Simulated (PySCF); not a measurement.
Vertical excitations of a molecule CH7FOSi2 from PySCF 2.14.0 with TDDFT-LC-ωPBE/def2-SVPD, as energy in eV (oscillator strength): 6.59 (0.008), 6.89 (0.031), 7.46 (0.038), 7.70 (0.031), 8.00 (0.006), 8.11 (0.013), 8.13 (0.041), 8.39 (0.256), 8.59 (0.087), 8.65 (0.095). Lowest triplet (TDA): 5.77 eV. Geometry optimised at PBE0-D3(BJ)/def2-SVP. Other conformers were not sampled.

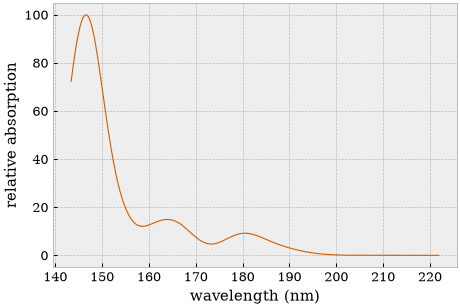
Fig. 1. The lines broadened by 0.4 eV.

**Question.** Which structure fits?
(A) OC[SiH2][SiH2]F
(B) O[SiH2][SiH2]CF
(C) C[SiH2]O[SiH2]F
(D) C[Si@@H](F)[SiH2]O

**Answer.** A, OC[SiH2][SiH2]F
